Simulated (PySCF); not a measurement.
**triplet BSiH4OF at 6 levels**

Wanted: a comparison of 6 runs (U-r2SCAN/6-311+G**, U-revPBE/6-311+G**, U-wB97X/6-311+G**, UB3LYP/6-311+G**, UCAM-B3LYP/6-311+G**, UPBE0/6-311+G**) of triplet BSiH4OF. The job is set up through a Python script.

Program for the calculation: PySCF 2.14.0.

1 further run of the same task is left out (it didn't finish).

**1. The molecule**

BSiH4OF: 8 atoms, total charge 0, spin state triplet. SMILES of the parent species: `FBO[SiH3]`. The shape is that of a PBE0-D4/def2-TZVP optimisation. This is one conformer, not always the lowest. That shape belongs to the parent species and isn't relaxed for this state.

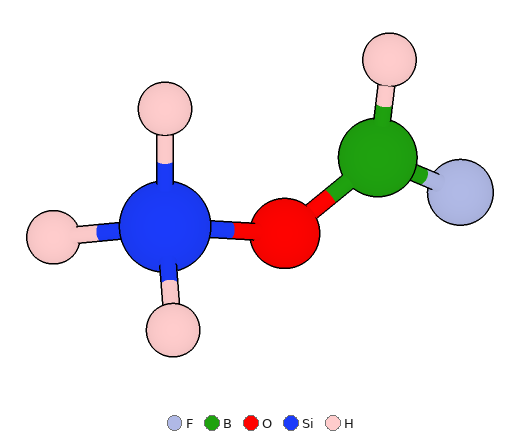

Viewed from a chosen angle; fluorine light blue, boron green, oxygen red, silicon blue, hydrogen pink.

**2. A single-point energy at U-r2SCAN/6-311+G(d,p) (run 1)**

job.py reads:

```python
from pyscf import gto, dft

molecule = gto.M(
    atom=[
    ('F', (-1.599400, -1.699200, 1.426100)),
    ('B', (-0.685400, -0.787600, 1.133000)),
    ('O', (-0.487500, -0.477100, -0.157600)),
    ('Si', (0.521000, 0.572800, -0.945400)),
    ('H', (-0.075300, -0.278500, 2.029800)),
    ('H', (-0.317100, 1.531000, -1.702400)),
    ('H', (1.370700, 1.295700, 0.034600)),
    ('H', (1.365000, -0.214300, -1.873700)),
],
    spin=2,
    max_memory=1860,
    charge=0,
    verbose=3,
    basis='6-311+g**',
)

mf = dft.UKS(molecule)
mf.xc = 'r2scan'
mf.grids.level = 5
mf.conv_tol = 1e-10
mf.kernel()
if not mf.converged:
    mf = mf.newton().run(mf.mo_coeff, mf.mo_occ)

energy = mf.e_tot
print(f'total energy: {energy:.8f} hartree')
```

On the command line:

```sh
$ OMP_NUM_THREADS=1 python job.py
```

The program printed:

```text
WARN: HOMO -0.0727910609846137 >= LUMO -0.359525360094852

WARN: HOMO -0.0524576745497986 >= LUMO -0.221089447773863

WARN: HOMO -0.0548620774631121 >= LUMO -0.295763085674549

WARN: HOMO -0.0743657327324219 >= LUMO -0.300684291682908

WARN: HOMO -0.0608536339396523 >= LUMO -0.294380475066531

WARN: HOMO -0.0561509428698138 >= LUMO -0.308178475466115

WARN: HOMO -0.0616308574842262 >= LUMO -0.3112065168034

WARN: HOMO -0.0703265192392224 >= LUMO -0.308313390673003

WARN: HOMO -0.0700768775301342 >= LUMO -0.304076328764284

WARN: HOMO -0.0706296072345014 >= LUMO -0.302996119311458

WARN: HOMO -0.0707859662814909 >= LUMO -0.302158800585105

WARN: HOMO -0.0707713949533665 >= LUMO -0.301837976152154

WARN: HOMO -0.0709697716875939 >= LUMO -0.301962230995391

WARN: HOMO -0.0710836441776554 >= LUMO -0.302082774129044

WARN: HOMO -0.071070547467783 >= LUMO -0.302034311988297

WARN: HOMO -0.0710709454256726 >= LUMO -0.302030679362473

WARN: HOMO -0.071068171344148 >= LUMO -0.302027286495954

WARN: HOMO -0.0710695376356564 >= LUMO -0.302027763556122

WARN: HOMO -0.0710698419243863 >= LUMO -0.30202801927496

WARN: HOMO -0.0710696177318116 >= LUMO -0.302028046335585

converged SCF energy = -491.63442640266  <S^2> = 2.0061082  2S+1 = 3.0040694
total energy: -491.63442640 hartree
```

It took 3.4 min on 1 thread of Arm Neoverse V1, shared host; peak memory 0.73 GiB.

**3. A single-point energy at U-revPBE/6-311+G(d,p) (run 2)**

calc.py reads:

```python
from pyscf import gto, dft

mol = gto.M(
    atom='''
F     -3.022428    -3.211023     2.694938
B     -1.295218    -1.488348     2.141060
O     -0.921241    -0.901588    -0.297821
Si     0.984547     1.082435    -1.786547
H     -0.142296    -0.526289     3.835766
H     -0.599232     2.893171    -3.217070
H      2.590248     2.448518     0.065385
H      2.579476    -0.404968    -3.540780
''',
    verbose=4,
    unit='bohr',
    basis='6-311+g**',
    max_memory=1860,
    spin=2,
)

mf = dft.UKS(mol, xc='revpbe')
mf.grids.level = 5
mf.conv_tol = 1e-10
mf.kernel()
if not mf.converged:
    mf = mf.newton().run(mf.mo_coeff, mf.mo_occ)

e_final = mf.e_tot
print('Final energy', e_final)
```

On the command line:

```sh
$ OMP_NUM_THREADS=1 python calc.py
```

The program printed:

```text
PySCF version 2.14.0

[... 69 lines left out ...]
[... the frontier-level lines of each cycle are left out ...]
[... 30 lines left out ...]
[... 35 lines left out ...]
[... 35 lines left out ...]
[... 30 lines left out ...]
[... 35 lines left out ...]
[... 35 lines left out ...]
[... 1 line left out ...]
cycle= 37 E= -491.628626645111  delta_E= -1.04e-09  |g|= 2.47e-05  |ddm|= 0.000118


cycle= 38 E= -491.628626645475  delta_E= -3.64e-10  |g|= 6.83e-06  |ddm|= 5.17e-05


cycle= 39 E= -491.628626645512  delta_E= -3.74e-11  |g|= 2.73e-06  |ddm|= 3.07e-05


Extra cycle  E= -491.628626645504  delta_E= 8.64e-12  |g|= 5.75e-06  |ddm|= 1.21e-05
converged SCF energy = -491.628626645504  <S^2> = 2.0028799  2S+1 = 3.0019193
Final energy -491.6286266455038
```

Run time: 2.5 min. Hardware: 1 thread of Arm Neoverse V1, shared host; peak memory 0.69 GiB.

Runs 3 to 5 aren't shown in full; the table further down has their settings and results.

**4. The energy at UPBE0/6-311+G(d,p) (run 6)**

input.xyz reads:

```xyz
8

F     -1.599400    -1.699200     1.426100
B     -0.685400    -0.787600     1.133000
O     -0.487500    -0.477100    -0.157600
Si     0.521000     0.572800    -0.945400
H     -0.075300    -0.278500     2.029800
H     -0.317100     1.531000    -1.702400
H      1.370700     1.295700     0.034600
H      1.365000    -0.214300    -1.873700
```

input.py reads:

```python
from pyscf import gto, dft

mol = gto.M(
    atom='input.xyz',
    verbose=4,
    spin=2,
    basis='6-311+g**',
    max_memory=1860,
)

mf = dft.UKS(mol)
mf.xc = 'pbe0'
mf.grids.level = 5
mf.conv_tol = 1e-10
mf.kernel()
if not mf.converged:
    mf = mf.newton().run(mf.mo_coeff, mf.mo_occ)

e_tot = mf.e_tot
print('E = %.10f Eh' % e_tot)
```

On the command line:

```sh
$ OMP_NUM_THREADS=1 python input.py
```

The program printed:

```text
PySCF version 2.14.0

[... 56 lines left out ...]
[... the frontier-level lines of each cycle are left out ...]
[... 17 lines left out ...]
[... 17 lines left out ...]
[... 17 lines left out ...]
[... 17 lines left out ...]
[... 17 lines left out ...]
[... 17 lines left out ...]
[... 1 line left out ...]
cycle= 19 E= -491.408953309573  delta_E= -1.2e-08  |g|= 5.14e-06  |ddm|= 0.000604


cycle= 20 E= -491.408953309774  delta_E= -2.02e-10  |g|= 3.21e-06  |ddm|= 7.38e-05


cycle= 21 E= -491.408953309814  delta_E= -3.93e-11  |g|= 1.42e-06  |ddm|= 4.55e-05


Extra cycle  E= -491.408953309817  delta_E= -2.96e-12  |g|= 1.96e-06  |ddm|= 1.47e-05
converged SCF energy = -491.408953309817  <S^2> = 2.0059552  2S+1 = 3.0039675
E = -491.4089533098 Eh
```

It took 92 s on 1 thread of Arm Neoverse V1, shared host; peak memory 0.69 GiB.

**5. The series**

```tsv
run	level	energy (Eh)	dipole moment (D)	HOMO energy (eV)	⟨S²⟩	wall time
1	U-r2SCAN/6-311+G**	-491.634426	3.49	-1.93	2.006	3.4 min
2	U-revPBE/6-311+G**	-491.628627	3.55	-1.67	2.003	2.5 min
3	U-wB97X/6-311+G**	-491.666646	0.28	-4.26	2.011	1.9 min
4	UB3LYP/6-311+G**	-491.782015	3.63	-2.48	2.005	1.8 min
5	UCAM-B3LYP/6-311+G**	-491.659282	7.08	-3.30	2.011	3.9 min
6	UPBE0/6-311+G**	-491.408953	3.54	-2.74	2.006	92 s
```

**6. Results**

```
                                 quantity          value
                      run 6: total energy  -491.40895 Eh
                     run 6: dipole moment         3.54 D
run 6: HOMO energy (highest over α and β)       -2.74 eV
                              run 6: ⟨S²⟩          2.006
```

The dipole moment (its size) runs from 0.28 D (U-wB97X/6-311+G**) to 7.08 D (UCAM-B3LYP/6-311+G**). So wide a spread suggests that the runs ended on unlike SCF solutions, not only an effect of the method. Totals of different functionals can't be ranked against each other. All runs together took 15 min, the longest 3.9 min.
